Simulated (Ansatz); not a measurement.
# C2H3F2 with multiplicity 2: two geometries relaxed

Are the two ends of the rotation by 120° about the C2–C3 bond separate minima, and which lies lower? Each is relaxed from a guess. SMILES of the start: F[CH]CF.

All numbers below are computed with Ansatz 0.2.0 (UKS PBE-D4/def2-SVP).

## 1. The system as given

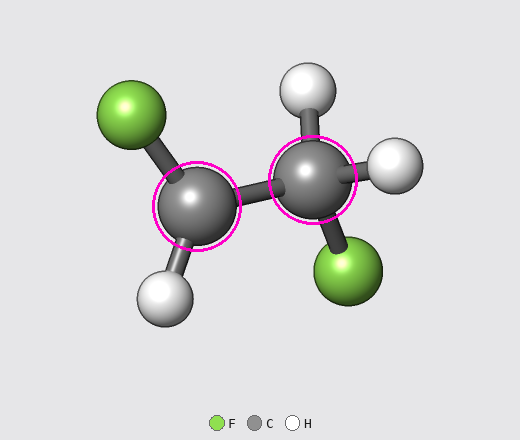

Start, viewed from a chosen angle; fluorine green, carbon grey, hydrogen white. Ringed: C2, C3.

Coordinates:

```xyz
7

F    -0.9473    1.3332   -0.8824
C    -0.7630    0.2005   -0.2820
C     0.5486   -0.1821    0.1782
F     0.7274   -1.5221    0.3456
H    -1.6758   -0.3079   -0.0418
H     0.7951    0.2930    1.1583
H     1.3762    0.1173   -0.5217
```

## 2. End point A

input.yaml reads:

```yaml
crystal:
  periodic: [false, false, false]
  atoms:
    - { symbol: F, position_ang: [-0.9473, 1.3332, -0.8824] }
    - { symbol: C, position_ang: [-0.763, 0.2005, -0.282] }
    - { symbol: C, position_ang: [0.5486, -0.1821, 0.1782] }
    - { symbol: F, position_ang: [0.7274, -1.5221, 0.3456] }
    - { symbol: H, position_ang: [-1.6758, -0.3079, -0.0418] }
    - { symbol: H, position_ang: [0.7951, 0.293, 1.1583] }
    - { symbol: H, position_ang: [1.3762, 0.1173, -0.5217] }
magnetization:
  spin_polarized: true
  initial_magnetization: 1
basis:
  gaussian: { orbitals: def2-SVP }
hamiltonian:
  xc: pbe
  dispersion: d4
relax:
  f_tol: 0.015
  max_steps: 40
```

Started as:

```
$ ansatz run input.yaml --threads 1 --pin off --max-ram 2048MiB --backend cpu --events-out ev --progress --plain --runs-dir out
```

What it wrote, cut to the lines that bear on the results:

```text
Warning: RAYON_NUM_THREADS=1 ignored (pool sized by the plan → 1); use --threads N
[...]
Functional definition: PBE
[...]
786 factors; their error is unknown
[...]
mean field -7540.42180311 eV, -277.1053901829 hartree, gradient 3.8e-5 eV, S^2 0.752863; 0 other end points of the search recorded, 0 dependent functions left out
[...]
reference -7540.42182350 eV, -277.1053909320 hartree; 17, 16 occupied and 54, 55 virtual orbitals, 786 factors
relax step   1: F+E_penalty+E_count = -7540.49902828 eV  Δ(F+E_penalty+E_count) = +0.000e0 eV  max|allowed force component| = 2.141e0 eV/Å  Δτ_max = 0.0000 Å  (27 SCF iters, accepted)
[...]
relax step   5: F+E_penalty+E_count = -7540.71101704 eV  Δ(F+E_penalty+E_count) = -1.693e-3 eV  max|allowed force component| = 3.726e-2 eV/Å  Δτ_max = 0.0302 Å  (30 SCF iters, accepted)
[...]
relax step   9: F+E_penalty+E_count = -7540.72673311 eV  Δ(F+E_penalty+E_count) = -7.164e-3 eV  max|allowed force component| = 4.379e-1 eV/Å  Δτ_max = 0.0974 Å  (31 SCF iters, accepted)
[...]
relax step  13: F+E_penalty+E_count = -7540.80828706 eV  Δ(F+E_penalty+E_count) = -2.390e-2 eV  max|allowed force component| = 2.373e-1 eV/Å  Δτ_max = 0.0496 Å  (30 SCF iters, accepted)
[...]
relax step  16: F+E_penalty+E_count = -7540.81274089 eV  Δ(F+E_penalty+E_count) = -1.310e-3 eV  max|allowed force component| = 3.245e-2 eV/Å  Δτ_max = 0.0158 Å  (31 SCF iters, accepted)
[...]
relax step  17: F+E_penalty+E_count = -7540.81279257 eV  Δ(F+E_penalty+E_count) = -5.167e-5 eV  max|allowed force component| = 1.180e-2 eV/Å  Δτ_max = 0.0031 Å  (24 SCF iters, accepted)
786 factors; their error is unknown
mean field -7540.73469513 eV, -277.1168887523 hartree, gradient 1.3e-5 eV, S^2 0.752783; 1 other end points of the search recorded, 0 dependent functions left out
[...]
reference -7540.73471594 eV, -277.1168895174 hartree; 17, 16 occupied and 54, 55 virtual orbitals, 786 factors
Total energy: -7540.81281339 eV, -277.1197595455 hartree
Atom 0 at    -0.914336     0.751783    -1.430781 Å, force     0.006680    -0.001863     0.003408 eV/Å
Atom 1 at    -0.752133     0.339358    -0.164605 Å, force    -0.010331    -0.001005     0.005539 eV/Å
Atom 2 at     0.578160    -0.150106     0.235248 Å, force     0.002917    -0.001671    -0.011795 eV/Å
Atom 3 at     0.792467    -1.496290    -0.120760 Å, force    -0.000607     0.004242     0.001000 eV/Å
Atom 4 at    -1.695033     0.088950     0.350330 Å, force     0.003174     0.000107     0.000234 eV/Å
Atom 5 at     0.685995    -0.066455     1.339303 Å, force    -0.004213     0.001882     0.001075 eV/Å
Atom 6 at     1.366080     0.464661    -0.254535 Å, force     0.002379    -0.001692     0.000538 eV/Å
Dipole moment:    -0.052544     0.217662     0.269163 e Å
```

Wall time 28 s (1 thread of Intel Xeon Platinum 8559C (Emerald Rapids), shared host); peak memory 0.14 GiB.

Relaxation path:

```
step  energy from step 1 (eV)  largest force component (eV/Å)
   1                   0.0000                          2.1406
   2                  -0.1718                          0.9071
   3                  -0.2073                          0.1733
   4                  -0.2103                          0.0560
   5                  -0.2120                          0.0373
   6                  -0.2141                          0.1238
  7x                  -0.2084                          0.8380
   8                  -0.2205                          0.2103
   9                  -0.2277                          0.4379
  10                  -0.2358                          0.8921
  11                  -0.2647                          1.4504
  12                  -0.2854                          0.8497
  13                  -0.3093                          0.2373
  14                  -0.3121                          0.2390
  15                  -0.3124                          0.1026
  16                  -0.3137                          0.0324
  17                  -0.3138                          0.0118
```

Step 1 is the start. 1 step was tried and not accepted (marked x).

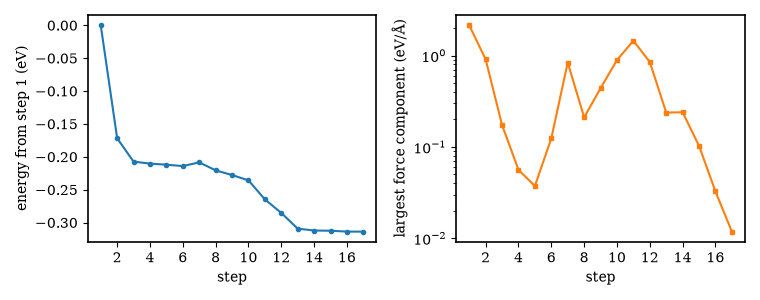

Energy and largest force along the relaxation.

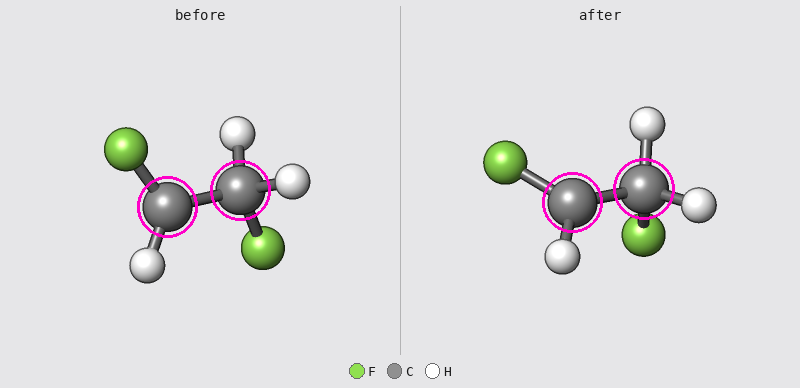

The structure before (left) and after (right), drawn at the same scale.

After: Bond lengths: F1–C2 1.341 Å, C2–C3 1.473 Å, C3–F4 1.409 Å, C2–H5 1.103 Å, C3–H6 1.112 Å, C3–H7 1.113 Å. Angles: F1–C2–C3 117.9°, F1–C2–H5 114.0°, C3–C2–H5 124.7°, C2–C3–F4 112.7°, C2–C3–H6 109.4°, C2–C3–H7 109.7°, F4–C3–H6 107.9°, F4–C3–H7 108.0°, H6–C3–H7 109.1°.

## 3. End point B

The second end starts from a geometry with the move made by hand.

input.yaml reads:

```yaml
crystal:
  periodic: [false, false, false]
  atoms:
    - { symbol: F, position_ang: [-0.9473, 1.3332, -0.8824] }
    - { symbol: C, position_ang: [-0.763, 0.2005, -0.282] }
    - { symbol: C, position_ang: [0.5486, -0.1821, 0.1782] }
    - { symbol: F, position_ang: [1.57135, 0.17785, -0.64642] }
    - { symbol: H, position_ang: [-1.6758, -0.3079, -0.0418] }
    - { symbol: H, position_ang: [0.62967, -1.28733, 0.31593] }
    - { symbol: H, position_ang: [0.82706, 0.26927, 1.16974] }
magnetization:
  spin_polarized: true
  initial_magnetization: 1
basis:
  gaussian: { orbitals: def2-SVP }
hamiltonian:
  xc: pbe
  dispersion: d4
relax:
  f_tol: 0.015
  max_steps: 40
output:
  orbitals: {}
```

Started as:

```
$ ansatz run input.yaml --threads 1 --pin off --max-ram 2048MiB --backend cpu --events-out ev --progress --plain --runs-dir out
```

What it wrote, cut to the lines that bear on the results:

```text
Warning: RAYON_NUM_THREADS=1 ignored (pool sized by the plan → 1); use --threads N
[...]
[... 1 set-up line as earlier in the session ...]
[...]
786 factors; their error is unknown
[...]
mean field -7540.45920812 eV, -277.1067647916 hartree, gradient 6.9e-5 eV, S^2 0.752820; 0 other end points of the search recorded, 0 dependent functions left out
[...]
reference -7540.45922832 eV, -277.1067655338 hartree; 17, 16 occupied and 54, 55 virtual orbitals, 786 factors
relax step   1: F+E_penalty+E_count = -7540.53818559 eV  Δ(F+E_penalty+E_count) = +0.000e0 eV  max|allowed force component| = 2.137e0 eV/Å  Δτ_max = 0.0000 Å  (27 SCF iters, accepted)
[...]
relax step   4: F+E_penalty+E_count = -7540.75211125 eV  Δ(F+E_penalty+E_count) = -2.931e-2 eV  max|allowed force component| = 3.499e-1 eV/Å  Δτ_max = 0.0343 Å  (31 SCF iters, accepted)
[...]
mean field -7540.73468316 eV, -277.1168883126 hartree, gradient 1.4e-5 eV, S^2 0.752782; 1 other end points of the search recorded, 0 dependent functions left out
[...]
reference -7540.73470373 eV, -277.1168890685 hartree; 17, 16 occupied and 54, 55 virtual orbitals, 786 factors
Total energy: -7540.81280324 eV, -277.1197591726 hartree
Atom 0 at    -1.082778     1.493053    -0.314134 Å, force    -0.000632    -0.001789    -0.002297 eV/Å
Atom 1 at    -0.794924     0.189577    -0.180692 Å, force    -0.012475     0.008252     0.001319 eV/Å
Atom 2 at     0.573591    -0.174007     0.222923 Å, force     0.008435    -0.006219    -0.002432 eV/Å
Atom 3 at     1.471490    -0.200805    -0.862398 Å, force     0.001017    -0.000615     0.003516 eV/Å
Atom 4 at    -1.495375    -0.481487    -0.705799 Å, force     0.001425    -0.001560     0.000740 eV/Å
Atom 5 at     0.565299    -1.185728     0.685924 Å, force     0.000992     0.003155    -0.002627 eV/Å
Atom 6 at     0.953277     0.562888     0.965426 Å, force     0.001236    -0.001225     0.001781 eV/Å
Dipole moment:    -0.171193    -0.198551     0.230540 e Å
```

Run time: 40 s. Hardware: 1 thread of Intel Xeon Platinum 8559C (Emerald Rapids), shared host; peak memory 0.14 GiB.

The steps of the relaxation:

```
step  energy from step 1 (eV)  largest force component (eV/Å)
   1                   0.0000                          2.1366
   2                  -0.1681                          0.6373
   3                  -0.1846                          1.1176
   4                  -0.2139                          0.3499
   5                  -0.2213                          0.2254
   6                  -0.2296                          0.5202
   7                  -0.2387                          0.2585
   8                  -0.2503                          0.2799
   9                  -0.2566                          0.3219
 10x                  -0.2106                          1.3394
  11                  -0.2719                          0.1755
  12                  -0.2730                          0.0822
  13                  -0.2744                          0.0566
  14                  -0.2746                          0.0125
```

Step 1 is the start. 1 step was tried and not accepted (marked x).

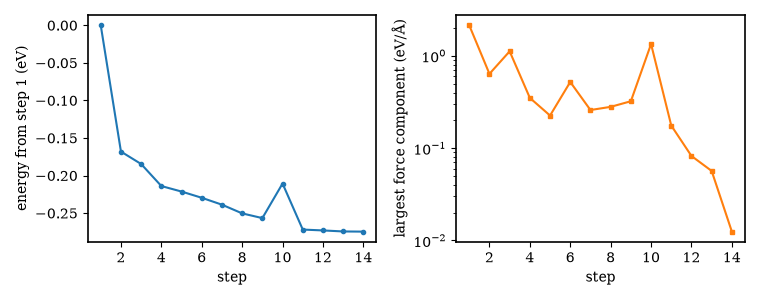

Energy and largest force along the relaxation.

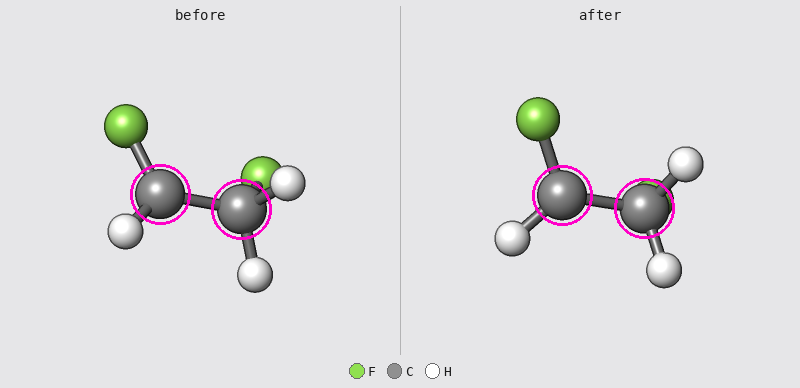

The structure before (left) and after (right), drawn at the same scale.

After: Bond lengths: F1–C2 1.342 Å, C2–C3 1.472 Å, C3–F4 1.409 Å, C2–H5 1.103 Å, C3–H6 1.113 Å, C3–H7 1.113 Å. Angles: F1–C2–C3 117.8°, F1–C2–H5 114.0°, C3–C2–H5 124.8°, C2–C3–F4 112.7°, C2–C3–H6 109.4°, C2–C3–H7 109.7°, F4–C3–H6 107.9°, F4–C3–H7 108.0°, H6–C3–H7 109.1°.

## 4. Summary of results

| quantity | value |
| --- | --- |
| end A | 15 moves, 0.314 eV lower |
| end B | 12 moves, 0.275 eV lower |
| largest difference between the ends | 0.00 Å |
| end B relative to end A | +0.000 eV |

Both starts fell into the same minimum (no atom differs by more than 0.00 Å), so from this start no second minimum was found and no band was run; another arrangement could still be one.
